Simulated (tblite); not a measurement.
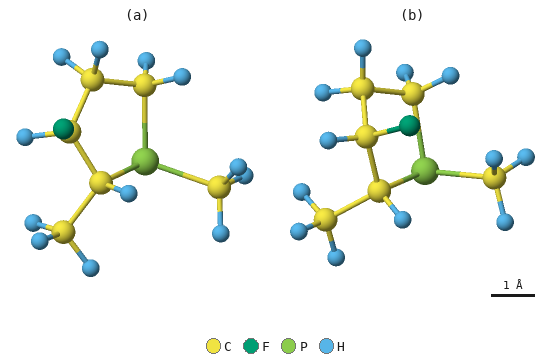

The structure of C6H12FP before (left) and after (right) a relaxation, at one scale.

The picture is a ball-and-stick view, seen at a tilt.

Method: GFN2-xTB geometry optimisation, gas phase in tblite 0.8.0. 

Describe what moved and what it gained.

The atom that moves furthest after the best rigid fit is the F atom (1.70 Å). Largest moves by element: F 1.70 Å, H 1.49 Å, C 0.64 Å, P 0.30 Å. Among the contacts that change: C–C 1.443 → 1.522 Å, C–C 1.458 → 1.527 Å, C–P 1.844 → 1.890 Å, C–H 1.127 → 1.091 Å. Among the angles between lasting bonds that change: C–P–C 111.1° → 98.1°, C–P–C 107.5° → 98.7°, C–C–C 115.4° → 107.1°. Groups turn about C–C by about 55°, C–C by about 50°, C–P by about 40°. After 177 geometry steps the energy has fallen by 91.5 kJ/mol.
